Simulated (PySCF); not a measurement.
**WOF: doublet, from a bent start**

The task is one start of a wider search on WOF: the doublet, from a bent start. It is relaxed, tested by its Hessian and followed downhill if it is a saddle.

Program: PySCF 2.14.0. Level of theory: PBE0, basis W def2-TZVP with ECP60, O def2-TZVP, F def2-TZVP, scalar-relativistic core potentials, no spin–orbit coupling, density fitting. These are calculated values, not measurements.

**1. Where the work starts**

3 atoms, charge 0, spin multiplicity 2.

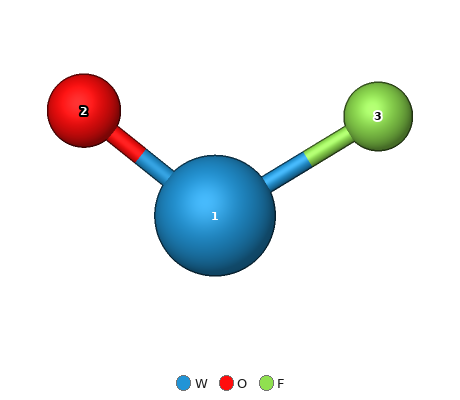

The starting geometry (tungsten blue, oxygen red, fluorine green); atoms are numbered from 1 in the order of the file.

Z-matrix (Å, degrees; charge 0 multiplicity 2):
```
W
O  1 1.7700
F  1 2.0100 2 110.00
```

**2. Finding the electronic state**

One driver script runs all steps and calls PySCF; scf.py shows how it sets up the SCF of each step. The optimiser is the driver's own. After this first run the driver tries any further starts and a stability analysis.

Input file scf.py:

```python
from pyscf import gto, scf, dft
mol = gto.M(atom='''
W      0.000000     0.000000     0.000000
O     -1.449900     0.000000     1.015200
F      1.646500     0.000000     1.152900''',
    basis={'W': 'def2-TZVP', 'O': 'def2-TZVP', 'F': 'def2-TZVP'},
    ecp={'W': 'def2-TZVP'},
    charge=0, spin=1)
mf = dft.UKS(mol, xc='PBE0')
mf.grids.atom_grid = (50, 194)
aux = {'W': 'def2-universal-JKFIT', 'O': 'def2-universal-JKFIT', 'F': 'def2-universal-JKFIT'}
mf = mf.density_fit(auxbasis=aux)
mf.conv_tol = 1e-08
mf.diis_space = 10
mf.max_cycle = 60
mf.init_guess = 'minao'
mf.verbose = 4
mf.kernel()
```

Command:

```
OMP_NUM_THREADS=4 python axn.py task.json out
```

The log of the run:

```text
init E= -222.811373832039
[... the frontier-level lines of each cycle are left out ...]
cycle= 1 E= -241.55711249407  delta_E= -18.7  |g|= 1.05  |ddm|= 5.19
cycle= 2 E= -232.416659729646  delta_E= 9.14  |g|=  4.1  |ddm|= 2.86
cycle= 3 E= -242.004179056518  delta_E= -9.59  |g|= 0.208  |ddm|= 2.47
cycle= 4 E= -242.011388115586  delta_E= -0.00721  |g|= 0.176  |ddm|= 0.425
cycle= 5 E= -242.022996910674  delta_E= -0.0116  |g|= 0.092  |ddm|= 0.188
cycle= 6 E= -242.026284721618  delta_E= -0.00329  |g|= 0.0328  |ddm|= 0.0707
cycle= 7 E= -242.027558440422  delta_E= -0.00127  |g|= 0.0148  |ddm|= 0.0642
cycle= 8 E= -242.02929004908  delta_E= -0.00173  |g|= 0.0123  |ddm|= 0.111
cycle= 9 E= -242.030070557962  delta_E= -0.000781  |g|= 0.012  |ddm|= 0.0492
cycle= 10 E= -242.031101660718  delta_E= -0.00103  |g|= 0.0118  |ddm|= 0.0659
cycle= 11 E= -242.034337522228  delta_E= -0.00324  |g|= 0.0104  |ddm|= 0.453
cycle= 12 E= -242.034715455553  delta_E= -0.000378  |g|= 0.00329  |ddm|= 0.0779
cycle= 13 E= -242.034743732196  delta_E= -2.83e-05  |g|= 0.00162  |ddm|= 0.0314
cycle= 14 E= -242.034762830606  delta_E= -1.91e-05  |g|= 0.00161  |ddm|= 0.0414
cycle= 15 E= -242.034783485427  delta_E= -2.07e-05  |g|= 0.000759  |ddm|= 0.0262
cycle= 16 E= -242.034785415947  delta_E= -1.93e-06  |g|= 0.000271  |ddm|= 0.00828
cycle= 17 E= -242.03478427577  delta_E= 1.14e-06  |g|= 0.000419  |ddm|= 0.00665
cycle= 18 E= -242.034785151463  delta_E= -8.76e-07  |g|= 0.000248  |ddm|= 0.00248
cycle= 19 E= -242.034785609547  delta_E= -4.58e-07  |g|= 4.27e-05  |ddm|= 0.00329
cycle= 20 E= -242.034785613016  delta_E= -3.47e-09  |g|= 2.94e-05  |ddm|= 0.000413
Extra cycle  E= -242.03478561191  delta_E= 1.11e-09  |g|= 8.08e-05  |ddm|= 0.000119
converged SCF energy = -242.03478561191  <S^2> = 1.4642608  2S+1 = 2.6185957
```

This step, with its further starts and checks, needed 16 s of wall time on 4 threads of AMD EPYC 7R43 (Zen 3), shared host.

Energies from each starting density:

```
                      start  energy (Eh)
    the minimal-basis guess  -242.034786
a thermally smeared density  -242.024904
      a smeared PBE density  -242.024904
```

The test of internal stability and the other starts found no lower solution of this spin.

**3. Relaxation: bent start, doublet**

The program finds Cs symmetry in the start, which this walk keeps. Threshold on the gradient: 0.0003 Eh/bohr, with a further test on the energy change.

scf.py: that of step 2 with these lines changed.

```diff
@@ -3,3 +3,3 @@
-W      0.000000     0.000000     0.000000
-O     -1.449900     0.000000     1.015200
-F      1.646500     0.000000     1.152900''',
+W     -0.036949     0.000000    -0.174206
+O     -1.486849     0.000000     0.840994
+F      1.609551     0.000000     0.978694''',
@@ -16 +15,0 @@
-mf.init_guess = 'minao'
```

Steps of the walk:

```
step  energy (Eh)  change (kJ/mol)  largest symmetric gradient (Eh/bohr)
   0  -242.034786             0.00                               0.11676
   1  -242.059803           -65.68                               0.04864
   2  -242.062624           -73.09                               0.02383
   3  -242.063410           -75.15                               0.00958
   4  -242.063965           -76.61                               0.00248
   5  -242.064030           -76.78                               0.00148
   6  -242.064036           -76.80                               0.00062
   7  -242.064037           -76.80                               0.00002
```

The walk took 22 s.

Positions (Å) and forces (eV/Å) along the way:

```
step 0
W   -0.037   0.000  -0.174  -1.655   0.000   6.004
O   -1.487   0.000   0.841   3.957   0.000  -3.632
F    1.610   0.000   0.979  -2.302   0.000  -2.371
step 1
W   -0.037   0.000  -0.045   2.499   0.000  -0.358
O   -1.456   0.000   0.773  -2.095   0.000   0.889
F    1.579   0.000   0.917  -0.404   0.000  -0.531
step 4
W   -0.019   0.000   0.071   0.062   0.000   0.128
O   -1.573   0.000   0.714   0.002   0.000  -0.042
F    1.677   0.000   0.861  -0.064   0.000  -0.086
step 7
W   -0.019   0.000   0.092  -0.003   0.000   0.000
O   -1.587   0.000   0.702   0.002   0.000   0.008
F    1.691   0.000   0.851   0.002   0.000  -0.008
```

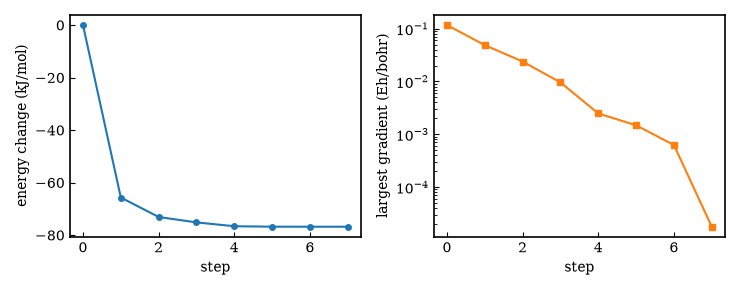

Energy and largest gradient along the walk.

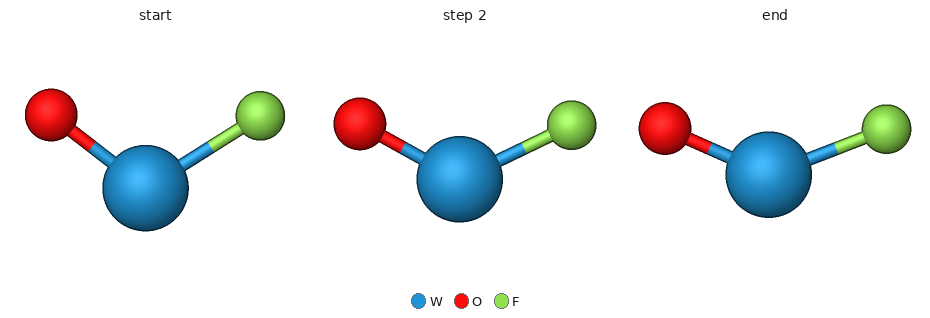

The geometry along the walk, at one scale.

It settles in Cs symmetry, 76.8 kJ/mol below the start, after 7 steps: W–F 1.871 Å, W–O 1.683 Å; F–W–O 134.8°.

**4. Frequencies**

The point is checked on the finer grid, and tightened if its gradient asks for it. The Hessian and the dipole derivatives come from central differences of analytic gradients, with steps of 0.02 bohr.

scf.py: that of step 3 with these lines changed.

```diff
@@ -3,3 +3,3 @@
-W     -0.036949     0.000000    -0.174206
-O     -1.486849     0.000000     0.840994
-F      1.609551     0.000000     0.978694''',
+W     -0.033649     0.000000    -0.114594
+O     -1.599315     0.000000     0.501794
+F      1.672996     0.000000     0.650304''',
@@ -10 +10 @@
-mf.grids.atom_grid = (50, 194)
+mf.grids.atom_grid = (75, 302)
@@ -13 +13 @@
-mf.conv_tol = 1e-08
+mf.conv_tol = 1e-10
```

The driver hands on the density of the step before, so the log starts near convergence.

Log of the central SCF (cycles and frontier levels):

```text
init E= -242.06395740587
[... the frontier-level lines of each cycle are left out ...]
cycle= 1 E= -242.063957405855  delta_E= 1.48e-11  |g|= 7.39e-06  |ddm|= 7.59e-06
Extra cycle  E= -242.063957405674  delta_E= 1.81e-10  |g|= 2.32e-05  |ddm|= 1.59e-05
converged SCF energy = -242.063957405674  <S^2> = 1.6077848  2S+1 = 2.7260116
```

The whole step took 67 s.

Geometry: Cs; W–F 1.870 Å, W–O 1.683 Å; F–W–O 134.4°.

Harmonic modes (main isotopes):

```
symmetry  ω (cm⁻¹)  IR (km/mol)  μ (u)
      a'       140          2.3  19.21
      a'       666          109  20.84
      a'      1064          140  17.21
```

All wavenumbers are real: a minimum.

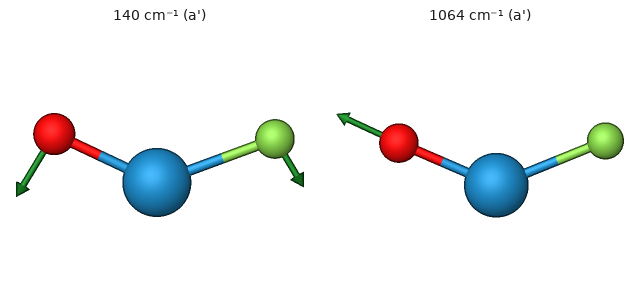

Displacements of 2 of the modes, as arrows (one member where a mode is degenerate).

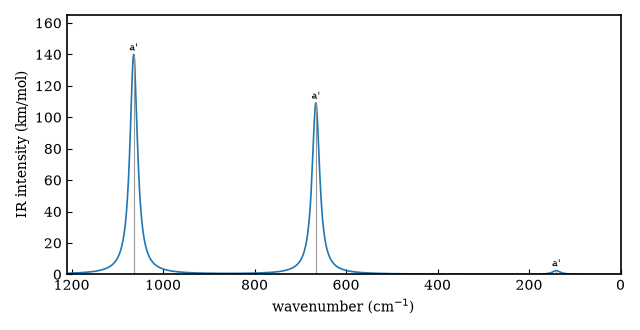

The harmonic infrared spectrum (widths in cm⁻¹). Lines are broadened to a width of 20 cm⁻¹ (Lorentzian).

Constants and moments:

| Item | Value |
| --- | --- |
| Dipole moment | 1.65 D |
| Highest occupied level | -6.89 eV |
| Lowest empty level | -3.50 eV |
| Rotational constants | 1.242, 0.1771, 0.155 cm⁻¹ |
| Zero-point energy | 11.2 kJ/mol |
| Principal polarisabilities | 42.3, 45.8, 48.0 bohr³ |
| Atomisation energy without zero-point energy | 1206 kJ/mol |
| Principal traceless quadrupole moments about the centre of mass | -7.11, 2.87, 4.23 D Å |
| Entropy at 298.15 K and 1 bar (electronic part: spin only) | 293.1 J/(mol K) |
| Heat capacity Cp at 298.15 K | 46.3 J/(mol K) |
| Enthalpy at 298.15 K above 0 K | 12.06 kJ/mol |
| Rotational symmetry number | 1 |
| Spin squared ⟨S²⟩ | 1.608 |

Charges (e) and bond orders:

| atom | Mulliken | Löwdin | polar tensor | spin (Mulliken) | Mayer order to W1 |
| --- | --- | --- | --- | --- | --- |
| W1 | 0.85 | 0.55 | 1.18 | 1.01 | – |
| O2 | -0.45 | -0.28 | -0.65 | -0.02 | 2.27 |
| F3 | -0.41 | -0.27 | -0.53 | 0.01 | 0.95 |

Mulliken populations on W1 (outside its core potential): s 3.03, p 6.27, d 3.75, f 0.10.

**5. Outcome**

| quantity | value |
| --- | --- |
| minimum | broken-symmetry (Ms = 1/2), Cs |
| geometry | W–F 1.870 Å, W–O 1.683 Å; F–W–O 134.4° |
| wavenumbers (cm⁻¹) | 140 (a'), 666 (a'), 1064 (a') |
| dipole moment | 1.65 D |
| highest occupied, lowest empty level (either spin) | -6.89, -3.50 eV |
| polar-tensor charge of W1 | +1.18 e |
| zero-point energy | 11.2 kJ/mol |
| entropy at 298.15 K | 293.1 J/(mol K) |
| atomisation energy (no zero-point energy) | 1206 kJ/mol |
| ⟨S²⟩ | 1.608 |

**Reading.** The bent start keeps its Cs symmetry and ends in a minimum. The determinant is spin-contaminated (⟨S²⟩ = 1.61 against 0.75), so it is no pure spin state. In the infrared the band at 1064 cm⁻¹ (a', stretch) leads. Only this shape and spin were tried, so other structures or states may lie lower. Open d and f shells are described by one determinant, and the ground state may have another occupation or spin. With an element this heavy the missing spin–orbit coupling can shift these numbers.

The search up to here took 1.8 min.
